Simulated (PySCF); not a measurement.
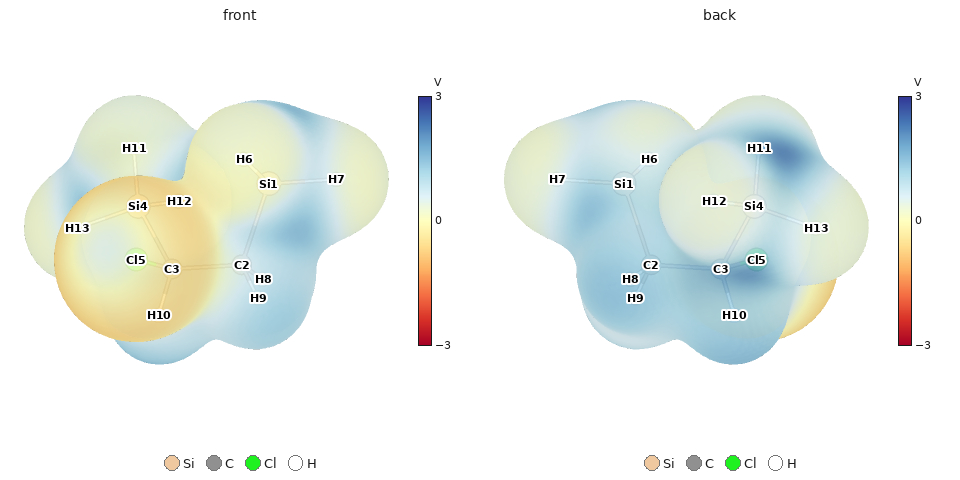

*C$_{2}$H$_{8}$ClSi$_{2}$ (SMILES [SiH2]C[C@H]([SiH3])Cl) (doublet). The electrostatic potential painted on the density surface at 0.004 e/bohr³, seen from the front and from behind; red is negative and blue positive.*

Geometry: GFN2-xTB.

All numbers below come from UKS B3LYP, pcH-1 on C Cl H Si, non-relativistic, mean-field spin-orbit, GIAO (PySCF).

The calculation's input:

```
{"job": {"kind": "epr", "basis": "pcH-1"}, "charge": 0, "multiplicity": 2}
Si     1.554788     1.030465     0.378537
C      0.930497    -0.523734    -0.518541
C     -0.461731    -0.929184    -0.075987
Si    -1.717493     0.517099    -0.092584
Cl    -0.389992    -1.541334     1.615547
H      1.639617     0.898597     1.826803
H      2.815909     1.496269    -0.197395
H      0.894449    -0.339541    -1.595434
H      1.628183    -1.354021    -0.366839
H     -0.812520    -1.785288    -0.657406
H     -1.528714     1.346289     1.091787
H     -1.502502     1.271515    -1.328388
H     -3.054880    -0.086646    -0.097827
```

Command:

```sh
OMP_NUM_THREADS=1 python probes_run.py task.json out
```

### Which sites attract a positive test charge, and which a negative one?

A positive charge is drawn to the negative regions and a negative charge to the positive ones. The most negative region (about −0.7 V) lies over Cl5, the most positive (about +2.0 V) over Si4. Cl5 shows a σ-hole: about +0.4 V at the tip opposite its bond, against about −0.5 V on its flanks.
